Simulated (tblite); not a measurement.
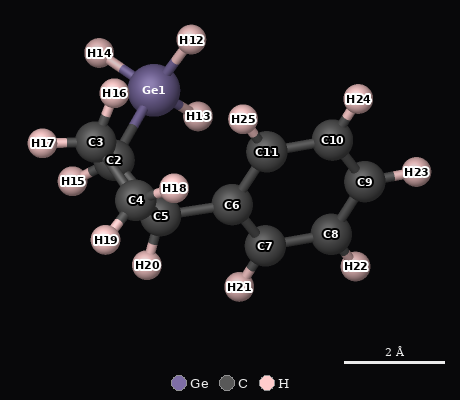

Starting structure of C$_{10}$H$_{14}$Ge. A ball-and-stick model, seen from a free direction.

Computed with GFN2-xTB geometry optimisation, gas phase in tblite 0.8.0.

```xyz
25

Ge   -1.7244    1.2351   -1.0153
C    -1.6371   -0.7106   -0.7140
C    -2.2512   -1.2614    0.5944
C    -0.9471   -1.9646    0.9191
C    -0.2668   -1.3284   -0.2872
C     0.7985   -0.3146   -0.0387
C     1.8840   -0.2085   -0.9095
C     2.8514    0.7714   -0.7267
C     2.7491    1.6557    0.3236
C     1.6732    1.5623    1.2038
C     0.7119    0.5836    1.0198
H    -1.7568    2.0311    0.2508
H    -0.6257    1.7490   -1.8616
H    -3.0106    1.5570   -1.7305
H    -2.0363   -1.2087   -1.5856
H    -2.5340   -0.4808    1.3205
H    -3.1201   -1.9068    0.4515
H    -0.5082   -1.7218    1.8900
H    -1.0100   -3.0535    0.8604
H     0.1103   -2.0572   -1.0105
H     1.9644   -0.8983   -1.7274
H     3.6724    0.8388   -1.4202
H     3.4993    2.4331    0.4716
H     1.5867    2.2476    2.0254
H    -0.1057    0.5228    1.7238
```

Where does the relaxation end?

After 45 geometry steps the energy has fallen by 2.92 kJ/mol. The atom that moves furthest after the best rigid fit is H12 (0.11 Å). By element the largest moves are H 0.11 Å, Ge 0.07 Å, C 0.05 Å. Near-neighbour distances that change, for instance: C4–C5 1.524 → 1.541 Å, C3–C4 1.517 → 1.532 Å, Ge1–H13 1.479 → 1.493 Å, C3–H16 1.103 → 1.091 Å. Cost: 1.3 s on 2 threads of AMD EPYC, on a shared host.

Final geometry:

```xyz
25

Ge   -1.7922    1.2327   -1.0408
C    -1.6542   -0.7116   -0.6970
C    -2.2369   -1.2396    0.6253
C    -0.9181   -1.9651    0.9128
C    -0.2710   -1.3065   -0.3211
C     0.7971   -0.2931   -0.0598
C     1.8949   -0.2028   -0.9077
C     2.8750    0.7511   -0.7010
C     2.7740    1.6310    0.3627
C     1.6841    1.5534    1.2122
C     0.7019    0.6023    1.0006
H    -1.8619    2.0394    0.2149
H    -0.6717    1.7629   -1.8738
H    -3.0626    1.5141   -1.7893
H    -2.0765   -1.2375   -1.5561
H    -2.4667   -0.4542    1.3462
H    -3.1110   -1.8812    0.5270
H    -0.4459   -1.7261    1.8640
H    -0.9910   -3.0476    0.8235
H     0.0960   -2.0286   -1.0550
H     1.9831   -0.8878   -1.7400
H     3.7197    0.8078   -1.3724
H     3.5398    2.3746    0.5276
H     1.5991    2.2360    2.0457
H    -0.1379    0.5485    1.6790
```

The end point in the same view:

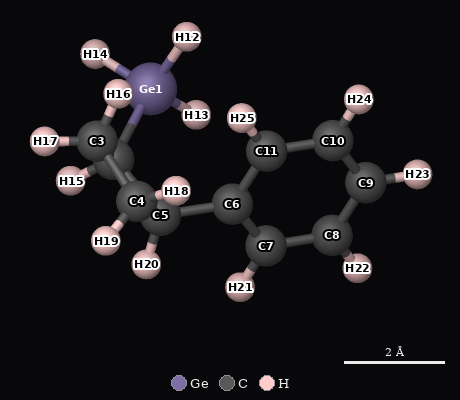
